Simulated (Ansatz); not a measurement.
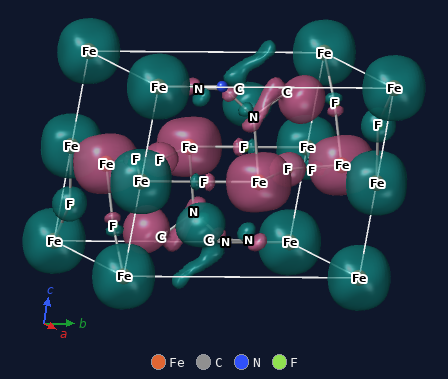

Figure. Fe2C2N3F5. Isosurfaces of the spin density (up minus down) at +0.08 (teal) and −0.08 e/Å³ (pink), seen slightly off an axis. Sticks mark near contacts.

Space group Imma; not relaxed (largest force 1.0 eV/Å); the SCF solution may not be the lowest one; the program warned that another magnetic order may lie lower; spin-polarised.

Method: DFT, PBE, plane-wave PAW, default files, scalar-relativistic (Ansatz).

```cif
data_structure
_symmetry_space_group_name_H-M 'P 1'
_symmetry_Int_Tables_number 1
_cell_length_a 7.4912
_cell_length_b 7.5746
_cell_length_c 7.5746
_cell_angle_alpha 74.392
_cell_angle_beta 60.363
_cell_angle_gamma 60.363
_cell_volume 324.53
loop_
_atom_site_label
_atom_site_type_symbol
_atom_site_fract_x
_atom_site_fract_y
_atom_site_fract_z
_atom_site_occupancy
Fe1 Fe 0.00000 0.00000 0.00000 1
Fe2 Fe 0.00000 0.50000 0.50000 1
Fe3 Fe 0.00000 0.00000 0.50000 1
Fe4 Fe 0.50000 0.00000 0.50000 1
C1 C 0.28343 0.57581 0.85734 1
C2 C 0.28343 0.35734 0.07581 1
C3 C 0.71657 0.64266 0.92419 1
C4 C 0.71657 0.42419 0.14266 1
N1 N 0.14678 0.68192 0.02452 1
N2 N 0.14678 0.52452 0.18192 1
N3 N 0.85322 0.47548 0.81808 1
N4 N 0.85322 0.31808 0.97548 1
N5 N 0.37419 0.37581 0.87581 1
N6 N 0.62581 0.62419 0.12419 1
F1 F 0.31183 0.93817 0.43817 1
F2 F 0.68817 0.06183 0.56183 1
F3 F 0.92400 0.98612 0.79004 1
F4 F 0.29983 0.29004 0.48612 1
F5 F 0.07600 0.70996 0.51388 1
F6 F 0.70017 0.01388 0.20996 1
F7 F 0.07600 0.01388 0.20996 1
F8 F 0.70017 0.70996 0.51388 1
F9 F 0.92400 0.29004 0.48612 1
F10 F 0.29983 0.98612 0.79004 1
```

Describe the spin distribution.

Answer. The spin density sits on Fe: +3.8 μB (×2) and −3.8 μB (×2) in one cell of 24 atoms, with smaller moments on other sites: C (±0.24 μB) and F (±0.19 μB): antiferromagnetic in this solution, which needn't be the ground state, with some nearest magnetic neighbours parallel and some opposed. The cell of the calculation (24 atoms) carries 0.0 μB of net spin moment.
